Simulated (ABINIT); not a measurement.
# CsGeCl3 (R3m): G0W0 with ABINIT, start to end, part 2 of 3

Wanted: ground state, empty states, screening and self-energy for CsGeCl3 (R3m).

ABINIT 10.8.3; LDA and many-body steps on it, plane waves. Known limits of the many-body steps: not at the basis limit; no spin-orbit coupling; coarse k mesh.

So far. Step 2 (Ground state): The gap is direct, at (0.500, 0.500, 0.500).

**3. Bands along the symmetry lines**

Level of this step: DFT, LDA, plane waves, norm-conserving pseudopotentials (ABINIT).

The cheap functional maps the bands first; the places of the edges decide which points the dearer methods must see.

File run.abi:

```
acell 3*1.0 Angstrom
rprim 
  3.846816390705 2.220960478697 3.178300533600
  -3.846816390705 2.220960478697 3.178300533600
  -0.000000000000 -4.441920957394 3.178300533600
ntypat 3
znucl 55 32 17
natom 5
typat 1 2 3 3 3
xred 
  0.998403350000 0.998403350000 0.998403350000
  0.515533150000 0.515533150000 0.515533150000
  0.496712670000 0.496712670000 0.948638170000
  0.496712670000 0.948638170000 0.496712670000
  0.948638170000 0.496712670000 0.496712670000
pp_dirpath "pseudos"
pseudos "Cs.upf, Ge.upf, Cl.upf"
ecut 56
iscf -2
irdden 1
kptopt 0
nkpt 31
kpt 
  0.00000000 0.00000000 0.00000000
  0.12500000 0.12500000 0.12500000
  0.25000000 0.25000000 0.25000000
  0.37500000 0.37500000 0.37500000
  0.50000000 0.50000000 0.50000000
  0.50194906 0.49805094 0.50000000
  0.50389812 0.49610188 0.50000000
  0.50584718 0.49415282 0.50000000
  0.50779624 0.49220376 0.50000000
  0.50000000 -0.49220376 0.49220376
  0.50000000 -0.36915282 0.36915282
  0.50000000 -0.24610188 0.24610188
  0.50000000 -0.12305094 0.12305094
  0.50000000 0.00000000 0.00000000
  0.37500000 0.00000000 0.00000000
  0.25000000 0.00000000 0.00000000
  0.12500000 0.00000000 0.00000000
  0.00000000 0.00000000 0.00000000
  0.12402547 -0.12402547 0.00000000
  0.24805094 -0.24805094 0.00000000
  0.37207641 -0.37207641 0.00000000
  0.49610188 -0.49610188 -0.00000000
  0.50389812 0.00000000 0.49610188
  0.50292359 0.00000000 0.49707641
  0.50194906 0.00000000 0.49805094
  0.50097453 0.00000000 0.49902547
  0.50000000 0.00000000 0.50000000
  0.37500000 0.00000000 0.37500000
  0.25000000 0.00000000 0.25000000
  0.12500000 0.00000000 0.12500000
  0.00000000 0.00000000 0.00000000
istwfk *1
nband 33
nbdbuf 2
tolwfr 1e-08
nstep 40
prtwf 0
prtvol 0
indata_prefix "in"
outdata_prefix "out"
tmpdata_prefix "tmp"
```

The run is started by

```bash
$ OMP_NUM_THREADS=1 mpirun -n 4 abinit run.abi > log
```

Numbers of over 12 decimals in the logs are rounded to 6 here.

Output:

```text
.Version 10.8.3 of ABINIT. v10.8.2 released Aug 2026.

 Symmetries : space group R3 m (#160); Bravais hR (rhombohedral)
[... echo of the input left out ...]
== DATASET  1 ==================================================================
-   mpi_nproc: 4, omp_nthreads: 1 (-1 if OMP is not activated)

--- !DatasetInfo
iteration_state: {dtset: 1, }
dimensions: {natom: 5, nkpt: 31, mband: 33, nsppol: 1, nspinor: 1, nspden: 1, mpw: 22076, }
cutoff_energies: {ecut:  56.0, pawecutdg:  -1.0, }
electrons: {nelect:   5.20000000E+01, charge:   0.00000000E+00, occopt:   1.00000000E+00, tsmear:   1.00000000E-02, }

 Real(R)+Recip(G) space primitive vectors, cartesian coordinates (Bohr,Bohr^-1):
 R(1)=  7.2694294  4.1970070  6.0061176  G(1)=  0.0687812  0.0397108  0.0554990
 R(2)= -7.2694294  4.1970070  6.0061176  G(2)= -0.0687812  0.0397108  0.0554990
 R(3)=  0.0000000 -8.3940141  6.0061176  G(3)=  0.0000000 -0.0794217  0.0554990
 Unit cell volume ucvol=  1.0994743E+03 bohr^3
 Angles (23,13,12)=  8.95462282E+01  8.95462282E+01  8.95462282E+01 degrees

 getcut: wavevector=  0.0000  0.0000  0.0000  ngfft=  72  72  72
         ecut(hartree)=     56.000   => boxcut(ratio)=   2.07090

--- Pseudopotential description ------------------------------------------------
- Cs Generated using ONCVPSP code by D. R. Hamann
- 55.00000   9.00000  201201                  znucl, zion, pspdat
12 -1012 3 -1 2328                            pspcod,pspxc,lmax,lloc,mmax
     nproj     2     2     2     2
  pspatm : epsatm=   21.68725381
         --- l  ekb(1:nproj) -->
             0    6.247599    0.778427
             1    6.343167    0.797067
             2    3.778962    0.917083
[...]
pspatm: atomic psp has been read  and splines computed

- Ge Generated using ONCVPSP code by D. R. Hamann
- 32.00000  22.00000  201201                  znucl, zion, pspdat
12 -1012 2 -1 1524                            pspcod,pspxc,lmax,lloc,mmax
     nproj     2     2     2     0
  pspatm : epsatm=   22.63792625
         --- l  ekb(1:nproj) -->
[...]
pspatm: atomic psp has been read  and splines computed

- Cl Generated using ONCVPSP code by D. R. Hamann
- 17.00000   7.00000  180309                  znucl, zion, pspdat
12 -1012 2 -1 1016                            pspcod,pspxc,lmax,lloc,mmax
     nproj     2     2     2     0
  pspatm : epsatm=    8.88507506
         --- l  ekb(1:nproj) -->
[...]
pspatm: atomic psp has been read  and splines computed

--------------------------------------------------------------------------------

================================================================================
 prteigrs : about to open file out_EIG
 Non-SCF case, kpt    1 (  0.00000  0.00000  0.00000), residuals and eigenvalues=
  8.59E-09  3.11E-09  8.74E-09  8.35E-09  4.03E-09  6.47E-09  2.74E-09  7.32E-09
[...]
Non-SCF case, kpt   30 (  0.12500  0.00000  0.12500), residuals and eigenvalues=
[...]
Non-SCF case, kpt   31 (  0.00000  0.00000  0.00000), residuals and eigenvalues=
[...]
-1.1039E-01 -7.8766E-02 -2.9796E-02 -2.9796E-02 -2.3156E-02 -1.9345E-02
 -1.9345E-02 -1.2493E-02  1.9037E-01  2.2266E-01  2.2266E-01  2.4897E-01
[...]
--- !ResultsGS
iteration_state: {dtset: 1, }
comment   : Summary of ground state results
lattice_vectors:
- [  7.2694294,   4.1970070,   6.0061176, ]
- [ -7.2694294,   4.1970070,   6.0061176, ]
- [ -0.0000000,  -8.3940141,   6.0061176, ]
lattice_lengths: [  10.32148,   10.32148,   10.32148, ]
lattice_angles: [ 89.546,  89.546,  89.546, ] # degrees, (23, 13, 12)
lattice_volume:   1.0994743E+03
convergence: {deltae:  0.000E+00, res2:  0.000E+00, residm:  9.989E-09, diffor:  0.000E+00, }
etotal    :  -3.52333573E+02
entropy   :   0.00000000E+00
fermie    :   7.19807518E-02
cartesian_stress_tensor: null
pressure_GPa: null
xred      :
- [  9.9840E-01,   9.9840E-01,   9.9840E-01, Cs]
- [  5.1553E-01,   5.1553E-01,   5.1553E-01, Ge]
- [  4.9671E-01,   4.9671E-01,   9.4864E-01, Cl]
- [  4.9671E-01,   9.4864E-01,   4.9671E-01, Cl]
- [  9.4864E-01,   4.9671E-01,   4.9671E-01, Cl]
cartesian_forces: null
force_length_stats: {min: null, max: null, mean: null, }

 Integrated electronic density in atomic spheres:
 ------------------------------------------------
 Atom  Sphere_radius  Integrated_density
[...]
================================================================================

 ----iterations are completed or convergence reached----

 Mean square residual over all n,k,spin=   66.599E-10; max=  99.894E-10
 reduced coordinates (array xred) for    5 atoms
[...]
0.496712670000      0.948638170000      0.496712670000
       0.948638170000      0.496712670000      0.496712670000

 cartesian coordinates (angstrom) at end:
    1      0.000000     0.000000     9.519678
    2     -0.000000     0.000000     4.915558
    3     -0.000000    -2.007417     6.172461
    4     -1.738474     1.003709     6.172461
    5      1.738474     1.003709     6.172461
 length scales=  1.889726125908  1.889726125908  1.889726125908 bohr
              =  1.000000000000  1.000000000000  1.000000000000 angstroms
 prteigrs : about to open file out_EIG
 Eigenvalues (hartree) for nkpt=  31  k points:
 kpt#   1, nband= 33, wtk=  1.00000, kpt=  0.0000  0.0000  0.0000 (reduced coord)
[...]
kpt#   2, nband= 33, wtk=  1.00000, kpt=  0.1250  0.1250  0.1250 (reduced coord)
[...]
kpt#   3, nband= 33, wtk=  1.00000, kpt=  0.2500  0.2500  0.2500 (reduced coord)
[...]
kpt#  30, nband= 33, wtk=  1.00000, kpt=  0.1250  0.0000  0.1250 (reduced coord)
[...]
0.27141
 kpt#  31, nband= 33, wtk=  1.00000, kpt=  0.0000  0.0000  0.0000 (reduced coord)
[...]
-0.19166   -0.11039   -0.11039   -0.07877   -0.02980   -0.02980   -0.02316   -0.01935
  -0.01935   -0.01249    0.19037    0.22266    0.22266    0.24897    0.25604    0.25604
   0.28654

== END DATASET(S) ==============================================================
================================================================================

 -outvars: echo values of variables after computation  --------
            nband          33
             nkpt          31
          spgroup         160
 [... the other variables as echoed above ...]

 Calculation completed.
```

Elapsed: 2.7 min, on 4 MPI ranks of Intel Xeon Platinum 8488C (Sapphire Rapids), shared host; peak memory 0.8 GiB; 11 min of CPU time.

Numbers from this step:

```yaml
gap: 1.975 eV
k_of_the_valence_top: 0.5, 0.5, 0.5
k_of_the_conduction_bottom: 0.5078, 0.4922, 0.5
least_direct_gap: 1.977 eV
```

The gap is 1.975 eV, −0.002 eV from the run before at this level.

Electronic bands along the path, in eV, zero at the top of the highest filled band:

```
     point  band 23  band 24  band 25  band 26  band 27  band 28  band 29  band 30
         Γ    -2.59    -2.49    -2.49    -2.30     3.22     4.10     4.10     4.82
         T    -2.21    -2.21    -2.15     0.00     1.98     1.98     2.00     5.07
        H2    -2.21    -2.21    -2.15     0.00     1.98     1.98     2.00     5.07
jump to H0    -2.21    -2.21    -2.15     0.00     1.98     1.98     2.00     5.07
         L    -2.73    -2.62    -2.60    -1.57     2.82     4.54     5.03     5.18
         Γ    -2.59    -2.49    -2.49    -2.30     3.22     4.10     4.10     4.82
        S0    -2.68    -2.66    -2.19    -0.74     2.36     2.46     4.87     5.39
jump to S2    -2.68    -2.66    -2.19    -0.74     2.36     2.46     4.87     5.39
         F    -2.68    -2.66    -2.19    -0.74     2.36     2.46     4.87     5.39
         Γ    -2.59    -2.49    -2.49    -2.30     3.22     4.10     4.10     4.82
```

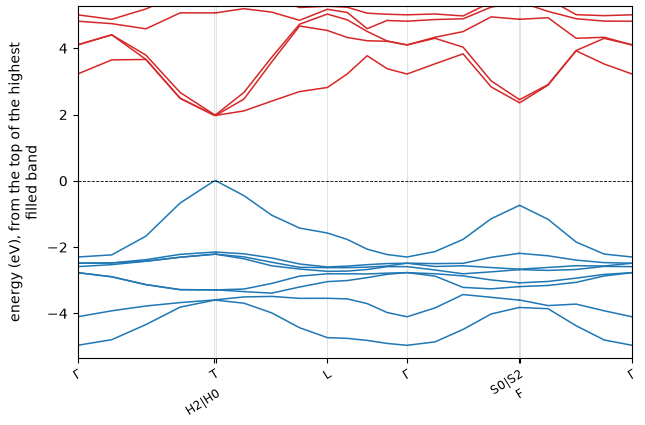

Electronic bands along the path; lines of filled and empty bands in two colours.

**4. Empty states on the mesh, 2×2×2 mesh, 163 bands**

The sums over transitions need many empty states on a uniform mesh; this step solves for them.

File run.abi:

```
acell 3*1.0 Angstrom
rprim 
  3.846816390705 2.220960478697 3.178300533600
  -3.846816390705 2.220960478697 3.178300533600
  -0.000000000000 -4.441920957394 3.178300533600
ntypat 3
znucl 55 32 17
natom 5
typat 1 2 3 3 3
xred 
  0.998403350000 0.998403350000 0.998403350000
  0.515533150000 0.515533150000 0.515533150000
  0.496712670000 0.496712670000 0.948638170000
  0.496712670000 0.948638170000 0.496712670000
  0.948638170000 0.496712670000 0.496712670000
pp_dirpath "pseudos"
pseudos "Cs.upf, Ge.upf, Cl.upf"
ecut 56
ngkpt 2 2 2
nshiftk 1
shiftk 0 0 0
kptopt 1
chksymbreak 0
iscf -2
irdden 1
istwfk *1
nband 163
nbdbuf 14
tolwfr 1e-09
nstep 60
prtvol 0
indata_prefix "in"
outdata_prefix "out"
tmpdata_prefix "tmp"
```

Output:

```text
.Version 10.8.3 of ABINIT. v10.8.2 released Aug 2026.

 Symmetries : space group R3 m (#160); Bravais hR (rhombohedral)
[... echo of the input left out ...]
== DATASET  1 ==================================================================
-   mpi_nproc: 4, omp_nthreads: 1 (-1 if OMP is not activated)

--- !DatasetInfo
iteration_state: {dtset: 1, }
dimensions: {natom: 5, nkpt: 4, mband: 163, nsppol: 1, nspinor: 1, nspden: 1, mpw: 22041, }
cutoff_energies: {ecut:  56.0, pawecutdg:  -1.0, }
electrons: {nelect:   5.20000000E+01, charge:   0.00000000E+00, occopt:   1.00000000E+00, tsmear:   1.00000000E-02, }

 Real(R)+Recip(G) space primitive vectors, cartesian coordinates (Bohr,Bohr^-1):
 R(1)=  7.2694294  4.1970070  6.0061176  G(1)=  0.0687812  0.0397108  0.0554990
 R(2)= -7.2694294  4.1970070  6.0061176  G(2)= -0.0687812  0.0397108  0.0554990
 R(3)=  0.0000000 -8.3940141  6.0061176  G(3)=  0.0000000 -0.0794217  0.0554990
 Unit cell volume ucvol=  1.0994743E+03 bohr^3
 Angles (23,13,12)=  8.95462282E+01  8.95462282E+01  8.95462282E+01 degrees

 getcut: wavevector=  0.0000  0.0000  0.0000  ngfft=  72  72  72
         ecut(hartree)=     56.000   => boxcut(ratio)=   2.07090

--- Pseudopotential description ------------------------------------------------
- Cs Generated using ONCVPSP code by D. R. Hamann
- 55.00000   9.00000  201201                  znucl, zion, pspdat
12 -1012 3 -1 2328                            pspcod,pspxc,lmax,lloc,mmax
     nproj     2     2     2     2
  pspatm : epsatm=   21.68725381
         --- l  ekb(1:nproj) -->
             0    6.247599    0.778427
             1    6.343167    0.797067
             2    3.778962    0.917083
[...]
pspatm: atomic psp has been read  and splines computed

- Ge Generated using ONCVPSP code by D. R. Hamann
- 32.00000  22.00000  201201                  znucl, zion, pspdat
12 -1012 2 -1 1524                            pspcod,pspxc,lmax,lloc,mmax
     nproj     2     2     2     0
  pspatm : epsatm=   22.63792625
         --- l  ekb(1:nproj) -->
[...]
pspatm: atomic psp has been read  and splines computed

- Cl Generated using ONCVPSP code by D. R. Hamann
- 17.00000   7.00000  180309                  znucl, zion, pspdat
12 -1012 2 -1 1016                            pspcod,pspxc,lmax,lloc,mmax
     nproj     2     2     2     0
  pspatm : epsatm=    8.88507506
         --- l  ekb(1:nproj) -->
[...]
pspatm: atomic psp has been read  and splines computed

--------------------------------------------------------------------------------

================================================================================
 prteigrs : about to open file out_EIG
 Non-SCF case, kpt    1 (  0.00000  0.00000  0.00000), residuals and eigenvalues=
  6.94E-10  1.80E-10  3.28E-10  1.66E-10  4.23E-10  5.10E-10  4.24E-10  6.25E-10
  8.36E-11  6.00E-10  1.06E-10  1.42E-10  1.71E-10  5.00E-10  3.09E-10  6.56E-10
  6.88E-10  1.14E-10  6.39E-10  2.99E-10  3.13E-10  9.06E-10  5.11E-10  2.15E-10
[...]
-5.9101E+00 -3.9867E+00 -3.9867E+00 -3.9853E+00 -8.3432E-01 -8.3432E-01
 -8.3291E-01 -8.3291E-01 -8.3209E-01 -7.0671E-01 -4.9768E-01 -4.6637E-01
 -4.6637E-01 -2.2011E-01 -2.1994E-01 -2.1994E-01 -1.9166E-01 -1.1039E-01
[...]
1.6536E+00  1.6618E+00  1.6618E+00  1.6781E+00  1.6781E+00  1.6833E+00
  1.6853E+00  1.6936E+00  1.7071E+00  1.7082E+00  1.7189E+00  1.7217E+00
  1.7307E+00
 prteigrs : prtvol=0 or 1, do not print more k-points.

--- !ResultsGS
iteration_state: {dtset: 1, }
comment   : Summary of ground state results
lattice_vectors:
- [  7.2694294,   4.1970070,   6.0061176, ]
- [ -7.2694294,   4.1970070,   6.0061176, ]
- [ -0.0000000,  -8.3940141,   6.0061176, ]
lattice_lengths: [  10.32148,   10.32148,   10.32148, ]
lattice_angles: [ 89.546,  89.546,  89.546, ] # degrees, (23, 13, 12)
lattice_volume:   1.0994743E+03
convergence: {deltae:  0.000E+00, res2:  0.000E+00, residm:  9.942E-10, diffor:  0.000E+00, }
etotal    :  -3.52333573E+02
entropy   :   0.00000000E+00
fermie    :   7.19807518E-02
cartesian_stress_tensor: null
pressure_GPa: null
xred      :
- [  9.9840E-01,   9.9840E-01,   9.9840E-01, Cs]
- [  5.1553E-01,   5.1553E-01,   5.1553E-01, Ge]
- [  4.9671E-01,   4.9671E-01,   9.4864E-01, Cl]
- [  4.9671E-01,   9.4864E-01,   4.9671E-01, Cl]
- [  9.4864E-01,   4.9671E-01,   4.9671E-01, Cl]
cartesian_forces: null
force_length_stats: {min: null, max: null, mean: null, }

 Integrated electronic density in atomic spheres:
 ------------------------------------------------
 Atom  Sphere_radius  Integrated_density
[...]
================================================================================

 ----iterations are completed or convergence reached----

 Mean square residual over all n,k,spin=   47.549E-11; max=  99.416E-11
 reduced coordinates (array xred) for    5 atoms
[...]
0.948638170000      0.496712670000      0.496712670000

 cartesian coordinates (angstrom) at end:
    1      0.000000     0.000000     9.519678
    2     -0.000000     0.000000     4.915558
    3     -0.000000    -2.007417     6.172461
    4     -1.738474     1.003709     6.172461
    5      1.738474     1.003709     6.172461
 length scales=  1.889726125908  1.889726125908  1.889726125908 bohr
              =  1.000000000000  1.000000000000  1.000000000000 angstroms
 prteigrs : about to open file out_EIG
 Eigenvalues (hartree) for nkpt=   4  k points:
 kpt#   1, nband=163, wtk=  0.12500, kpt=  0.0000  0.0000  0.0000 (reduced coord)
[...]
1.58297    1.58297    1.60138    1.60865    1.60865    1.61130    1.65365    1.66184
   1.66184    1.67808    1.67809    1.68332    1.68534    1.69356    1.70709    1.70817
   1.71885    1.72165    1.73073
 prteigrs : prtvol=0 or 1, do not print more k-points.

== END DATASET(S) ==============================================================
================================================================================

 -outvars: echo values of variables after computation  --------
            nband         163
             nkpt           4
          spgroup         160
 [... the other variables as echoed above ...]

 Calculation completed.
```

The job ended after 2.9 min (4 MPI ranks; peak memory 0.71 GiB; 11 min of CPU time).

This step gave:

```yaml
gap: 1.977 eV
k_of_the_valence_top: 0.5, 0.5, 0.5
k_of_the_conduction_bottom: 0.5, 0.5, 0.5
least_direct_gap: 1.977 eV
k_points_computed: 4
lowest_point_of_the_top_converged_band_above_the_valence_top: 40.61 eV
```

On this mesh the gap is 1.977 eV.

**5. Screening, 2×2×2 mesh, 149 bands, screening to 108.8 eV**

The RPA dielectric matrix is built and inverted for each q.

This step: RPA screening on LDA, plane waves, norm-conserving pseudopotentials.

run.abi, as its differences from that of step 4:

```diff
@@ -23,10 +23,11 @@
 chksymbreak 0
-iscf -2
-irdden 1
 istwfk *1
-nband 163
-nbdbuf 14
-tolwfr 1e-09
-nstep 60
-prtvol 0
+occopt 1
+irdwfk 1
+optdriver 3
+nband 149
+ecuteps 4
+inclvkb 2
+awtr 1
+symchi 1
 indata_prefix "in"
```

Output:

```text
.Version 10.8.3 of ABINIT. v10.8.2 released Aug 2026.

 Symmetries : space group R3 m (#160); Bravais hR (rhombohedral)
[... echo of the input left out ...]
== DATASET  1 ==================================================================
-   mpi_nproc: 4, omp_nthreads: 1 (-1 if OMP is not activated)

--- !DatasetInfo
iteration_state: {dtset: 1, }
dimensions: {natom: 5, nkpt: 4, mband: 149, nsppol: 1, nspinor: 1, nspden: 1, mpw: 22041, }
cutoff_energies: {ecut:  56.0, pawecutdg:  -1.0, }
electrons: {nelect:   5.20000000E+01, charge:   0.00000000E+00, occopt:   1.00000000E+00, tsmear:   1.00000000E-02, }

 SCREENING: Calculation of the susceptibility and dielectric matrices

 Based on a program developped by R.W. Godby, V. Olevano, G. Onida, and L. Reining.
 Incorporated in ABINIT by V. Olevano, G.-M. Rignanese, and M. Torrent.
.Using double precision arithmetic ; gwpc =  8

[... cell and pseudopotentials left out ...]
--------------------------------------------------------------------------------

 ==== K-mesh for the wavefunctions ====
 Number of points in the irreducible wedge :     4
[... list of points left out ...]
 Together with  6 symmetry operations and time-reversal symmetry
 yields     8 points in the full Brillouin Zone.

 ==== Q-mesh for the screening function ====
 Number of points in the irreducible wedge :     4
[... list of points left out ...]
 Together with  6 symmetry operations and time-reversal symmetry
 yields     8 points in the full Brillouin Zone.

 setmesh: FFT mesh size selected  =    45x   45x   45
          total number of points  =        91125

 vcoul_init : cutoff-mode = AUXILIARY_FUNCTION
 q-points for optical limit:   1
     1)      0.000010    0.000020    0.000030

- screening: taking advantage of time-reversal symmetry
- Maximum band index for partially occupied states nbvw = 26
- Remaining bands to be divided among processors   nbcw = 123
- Number of bands treated by each node ~30

 Number of electrons calculated from density =   52.0000; Expected =   52.0000
 average of density, n =  0.047295
 r_s =    1.7154
 omega_plasma =   20.9780 [eV]

 calculating chi0 at frequencies [eV] :
  1    0.000000E+00    0.000000E+00
  2    0.000000E+00    2.097803E+01

--------------------------------------------------------------------------------
  q-point number  1        q = ( 0.000000, 0.000000, 0.000000) [r.l.u.]
--------------------------------------------------------------------------------
[... chi0 elements left out ...]
 For q-point:  0.000010 0.000020 0.000030
  dielectric constant =   5.9628
  dielectric constant without local fields =   7.2293

  Average fulfillment of the sum rule on Im[epsilon] for q-point    1 :     48.39  [%]
[... wings left out ...]
  q-point number  2        q = ( 0.500000, 0.000000, 0.000000) [r.l.u.]
--------------------------------------------------------------------------------
[... chi0 elements left out ...]
  Average fulfillment of the sum rule on Im[epsilon] for q-point    2 :     52.96  [%]

 [... 2 further q-points ...]
```

Wall time 83 s (4 MPI ranks); peak memory 2.8 GiB; 5.5 min of CPU time.

Numbers from this step:

- ε∞ with local fields, on this mesh, along the program's q direction: 5.963
- the same without local fields: 7.229
- plasma frequency: 20.98 eV
- plane waves in the screening matrix: 437

Local fields lower ε∞ by 18 %. On a Γ-centred mesh this coarse the value itself is usually too large, while a short band sum pulls it down.

[end of part 2 of 3]

[Paths, hosts, dates, memory and timing lines, banners, echoed tables and standing remarks are left out of the program output.]

[Logs are printed without paths, hosts, clocks, repeated set-up lines and the standing remarks that a program may print on its own settings, such as how far it seeks lower states.]

[Runs of the session that timed out or met a known fault of the program may be left out.]

[Hosts, paths, dates, database ids (printed as entryN), source tags and the programs' standing remarks are cut or masked in the printed files.]

[G0W0 gaps are taken among the corrected bands and points alone; a level outside them can change the order at an edge.]

[Where Ansatz stands beside ABINIT at settings called matched, ABINIT's density can come from a denser mesh and the files from another edition; pairs whose starting gaps differed by over 0.03 eV were left out, so agreement reads better than it is.]
